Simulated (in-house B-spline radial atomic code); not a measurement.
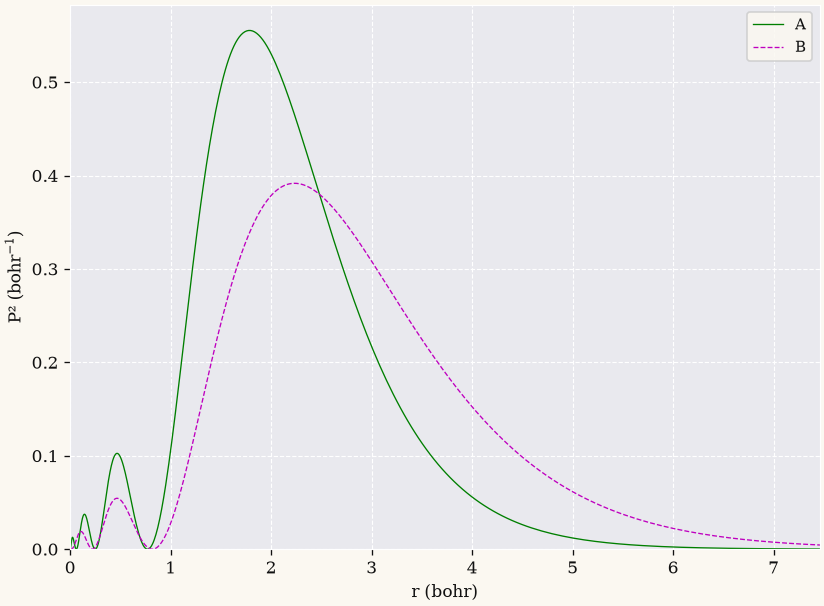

Atomic germanium (Ge); electrons: [Ar] 3d10 4s2 4p2 (open shells shared over both j by 2j + 1). Computed with an in-house B-spline radial code: Dirac-Hartree-Fock, average of configuration, Fermi nucleus, basis-set limit.

The plot shows the radial probability densities P² (large components) of 4s and 4p1/2.

### Which curve belongs to which orbital?

A is 4s; B is 4p1/2. 4s: outer maximum at 1.78 bohr, ⟨r⟩ = 2.19 bohr, 3 nodes, eigenvalue −15.5 eV; 4p1/2: outer maximum at 2.23 bohr, ⟨r⟩ = 2.87 bohr, 2 nodes, eigenvalue −7.42 eV.
